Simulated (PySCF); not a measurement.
CH4BrSi (SMILES C[SiH-]Br) (charge −1)

The calculation's input:

```
# C[SiH-]Br
import pyscf.grad
from pyscf import gto, dft

mol = gto.M(
    atom='''
C      0.562440     0.589167     0.017940
Br    -2.235233     0.223254     1.730052
Si    -1.173096     1.471721    -0.111096
H      1.137316     0.832426    -0.895596
H      1.138481     0.968872     0.877635
H     -1.729603     0.513622    -1.190229
H      0.502327    -0.508046     0.102416
''',
    max_memory=3720,
    charge=-1,
    verbose=3,
    basis='def2-tzvpd',
)

mf = dft.RKS(mol, xc='pbe0')
mf = mf.density_fit(auxbasis='def2-universal-jkfit')
mf.max_cycle = 100
mf.conv_tol = 1e-09
mf.grids.level = 3
mf.kernel()
if not mf.converged:
    mf = mf.newton().run(mf.mo_coeff, mf.mo_occ)

etot = mf.e_tot
print('Final energy', etot)
grad = mf.Gradients().kernel()
mf.analyze()
```

Launched as:

```sh
OMP_NUM_THREADS=2 python input.py
```

Geometry: PBE0-D3(BJ)/def2-SVPD.

These are results of Gaussian-basis quantum chemistry of an isolated molecule with PySCF, energy and nuclear gradient, functional PBE0 (PySCF), not measurements.

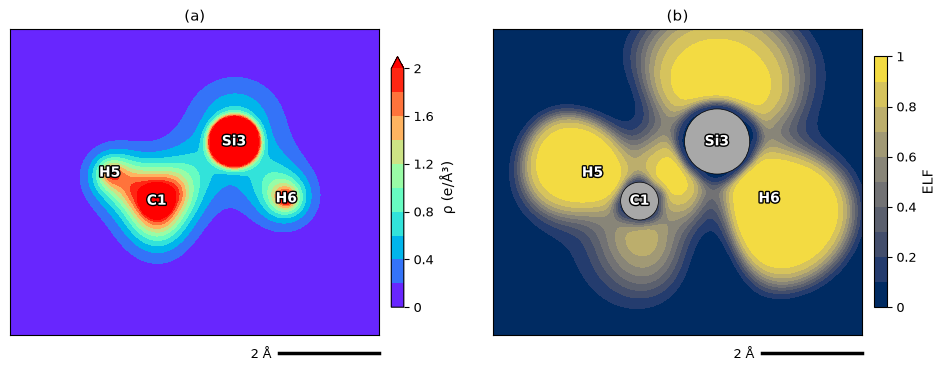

Figure 1. (a) electron density; (b) ELF on the plane of atoms C1, Si3 and H6. Grey discs cover the atomic cores in the ELF map.

Q: Read the bonding off the picture.

A: The plane passes through C, Si and H nuclei.
C–Si (1.95 Å): ρ at the midpoint is about 0.83 e/Å³; the ELF peaks at about 0.95 between the atoms; a covalent bond.
C–H (1.10 Å): ρ at the midpoint is about 1.9 e/Å³; the ELF climbs to about 1 towards the hydrogen, as it does in any bond to H (a covalent bond by its length).
Si–H (1.55 Å): the density is about 0.71 e/Å³ at the midpoint; the ELF climbs to about 1 towards the hydrogen.
The ELF also peaks beside Si3, away from the bonds: lone-pair regions.

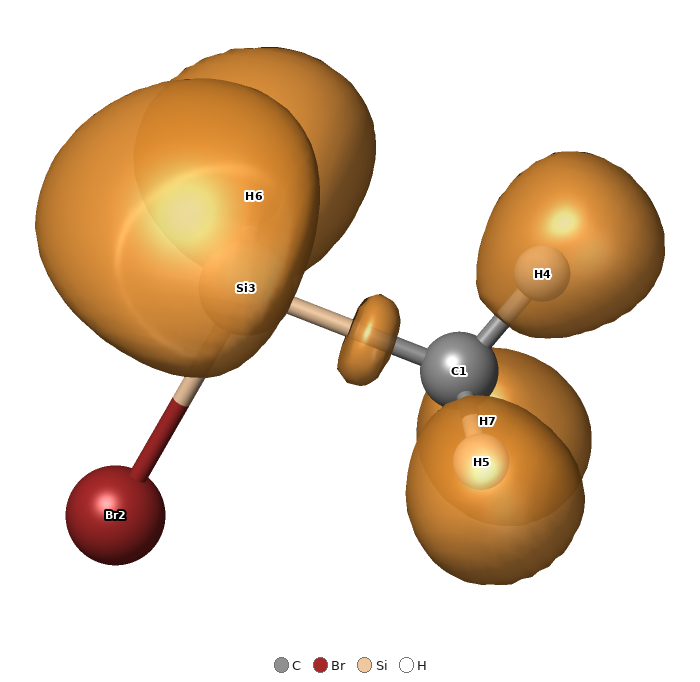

Figure 2. Isosurface of the electron localisation function at 0.9 (orange), seen at a tilt. Only the valence region is drawn (cores and ρ < 0.01 e/Å³ removed).

Q: Identify the bonds, lone pairs and shells in this picture.

A: The ELF exceeds this value in one region between bonded C–Si atoms (shared pairs), four regions around hydrogen nuclei and one lobe on Si, pointing away from the bonds (lone pairs).


 Si–Br (2.47 Å): the ELF peaks at about 0.80 between the atoms: a shared but strongly polarised pair.

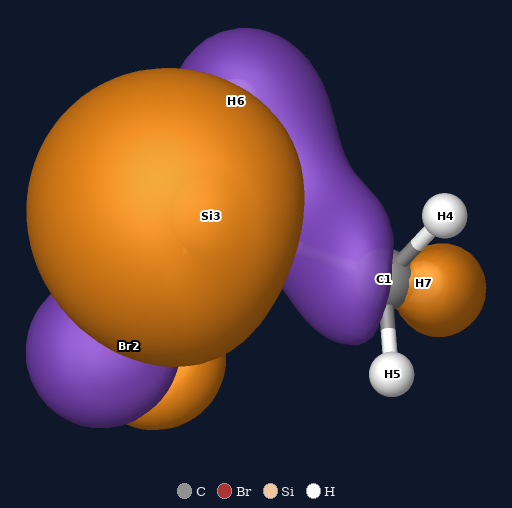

Figure 3. The HOMO at ±0.1 Å⁻³ᐟ² (orange and purple are the two phases), seen at a tilt.

Q: Where does this orbital lie, and at what energy?

A: Its weight (Hirshfeld) is mainly on Si3 (about 70 %), Br2 (about 15 %), H6 (about 10 %) and C1 (about 5 %). Its energy is −0.59 eV.
